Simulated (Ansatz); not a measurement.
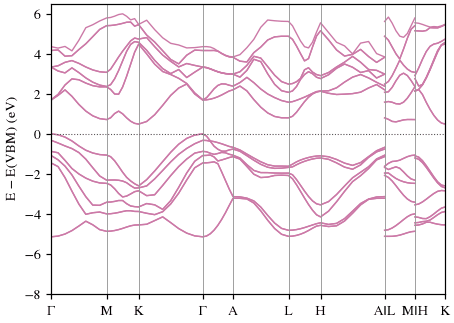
Figure. Band structure from the program Ansatz at the r²SCAN with spin–orbit coupling level (PAW)

The gap is 0.48 eV; an edge lies off the plotted path or next to a special point (maximum at Γ, minimum off the standard path).

The material is Mg₃Sb₂ (La2O3 or Ni2Al3 type, P-3m1).

The r²SCAN relaxation kept the symmetry of its start.

Potentials: the later of the program's two PAW sets.
